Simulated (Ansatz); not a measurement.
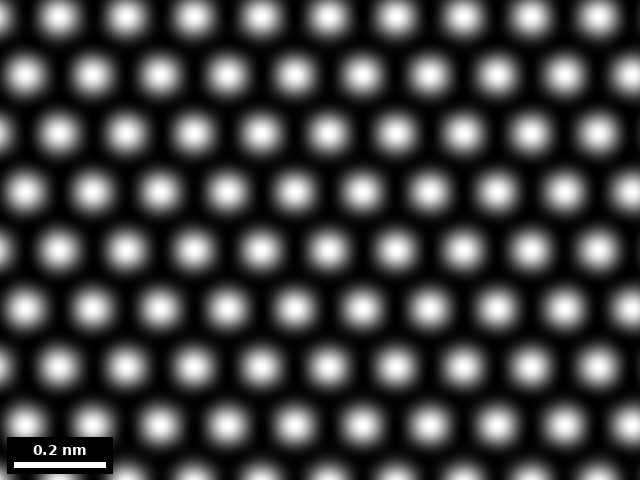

Phase-contrast TEM-like image of Cu (Fm-3m, No. 225). Simulated in the weak-phase-object approximation with neutral-atom potentials: 300 kV, Cs = −20 µm, defocus +75 Å (negative is underfocus), defocus spread 8 Å, aperture 1.36 1/Å. Atomic positions: a calculation's starting geometry.

```
CELL_PARAMETERS angstrom
3.61000 0.00000 0.00000
0.00000 3.61000 0.00000
0.00000 0.00000 3.61000
ATOMIC_POSITIONS crystal
Cu 0.00000 0.00000 0.00000
Cu 0.00000 0.50000 0.50000
Cu 0.50000 0.00000 0.50000
Cu 0.50000 0.50000 0.00000
```

**Which beam direction gives this image, [211], [001], [111] or [210]? (Directions equivalent by symmetry count as one.)**

[111]. The projected cells are 1.28 × 2.08 Å, 90° for [211]; 1.80 × 1.80 Å, 90° for [001]; 1.47 × 1.47 Å, 120° for [111]; 0.81 × 1.80 Å, 90° for [210], and the image repeats as the [111] one does.
